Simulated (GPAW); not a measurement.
## Effort and miss along a sweep of kpts: Se (P3_221, 3 atoms in the cell)

```
Se
1.0
    4.35517     0.00000     0.00000
   -2.17759     3.77169     0.00000
    0.00000     0.00000     4.94945
Se
3
Cartesian
  0.94507   0.00000   0.82491
 -0.47254   0.81846   4.12454
  1.70505   2.95323   2.47472
```

Computed with PBEsol, GPAW PAW datasets PBEsol (made by gpaw-setup) (plane waves; GPAW 25.7.0).

Base settings: mode = pw; ecut = 600 eV; xc = PBEsol; kpts = 7 7 6; mesh shift (steps) = 0 0 0; occupations.name = methfessel-paxton; occupations.width = 0.1 eV; occupations.order = 1; nbands = -11; symmetry.symmorphic = false.

Misses are taken against the tightest run, 17 17 13 (nbands: -11 → -8; convergence.bands: default → -6), which need not be fully converged itself. The energy is the free energy per atom.

The count of work is k-points × plane waves × bands × iterations; it is no time, and leaves out set-up, grids and terms that scale otherwise. Core times come from one kind of shared machine and are given to one figure; runs under 30 s give none.

The starting cell comes from a database of published, mostly measured structures (it also holds non-ambient and calculated ones), without a prior relaxation at this level. In the base run, forces exceed 1 eV/Å.

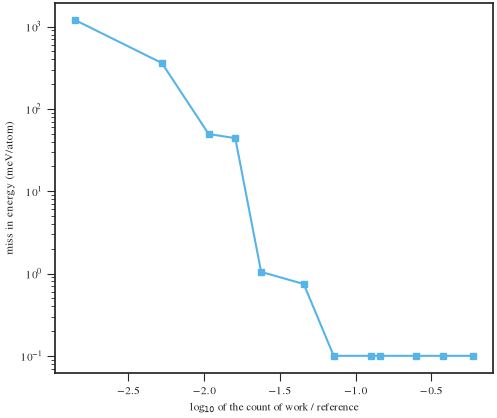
*Miss against the count of work; the reference run is not drawn, and misses under 0.1 meV/atom are drawn there.*

| kpts | energy less reference (meV/atom) | pressure less reference (GPa) | largest difference in the force on any atom (eV/Å) | count of work / reference | core time / reference (rough) |
|---|---|---|---|---|---|
| 1 1 1 (nbands: -11 → -8; convergence.bands: default → -6) | 1201.25 | 10.07 | 2.486 | 0.0014 | – |
| 2 2 1 (nbands: -11 → -8; convergence.bands: default → -6) | -359.77 | -2.83 | 1.796 | 0.0053 | – |
| 2 2 2 (nbands: -11 → -8; convergence.bands: default → -6) | 49.49 | 0.04 | 0.058 | 0.011 | – |
| 3 3 2 (nbands: -11 → -8; convergence.bands: default → -6) | 44.06 | 0.41 | 0.196 | 0.016 | – |
| 4 4 3 (nbands: -11 → -8; convergence.bands: default → -6) | -1.05 | 0.02 | 0.024 | 0.024 | – |
| 5 5 4 (nbands: -11 → -8; convergence.bands: default → -6) | 0.75 | 0.01 | 0.003 | 0.045 | – |
| 6 6 5 (nbands: -11 → -8; convergence.bands: default → -6) | 0.02 | 0.00 | 0.001 | 0.072 | – |
| 7 7 6 | 0.00 | 0.00 | 0.000 | 0.13 | 0.2 |
| 8 8 7 (nbands: -11 → -8; convergence.bands: default → -6) | -0.01 | 0.00 | 0.000 | 0.15 | 0.2 |
| 10 10 8 (nbands: -11 → -8; convergence.bands: default → -6) | 0.00 | 0.00 | 0.000 | 0.25 | 0.3 |
| 12 12 9 (nbands: -11 → -8; convergence.bands: default → -6) | 0.00 | 0.00 | 0.000 | 0.38 | 0.5 |
| 14 14 11 (nbands: -11 → -8; convergence.bands: default → -6) | 0.00 | 0.00 | 0.000 | 0.60 | 0.6 |
| 17 17 13 (nbands: -11 → -8; convergence.bands: default → -6) | 0.00 | 0.00 | 0.000 | 1.0 | 1 |

Coarsest setting among those run that, with all tighter ones, holds the energy within 20 meV/atom of the reference: 4 4 3 (nbands: -11 → -8; convergence.bands: default → -6), off by 1.0 meV/atom; it needs 0.024 of the reference's count of work.

Coarsest setting among those run that, with all tighter ones, holds the energy within 0.5 meV/atom of the reference: 6 6 5 (nbands: -11 → -8; convergence.bands: default → -6), off by 0.02 meV/atom; it needs 0.072 of the reference's count of work.

The step from 2 2 2 (nbands: -11 → -8; convergence.bands: default → -6) to 5 5 4 (nbands: -11 → -8; convergence.bands: default → -6): it takes the miss in the energy from 49 to 0.75 meV/atom, for 4.2 times the count of work.
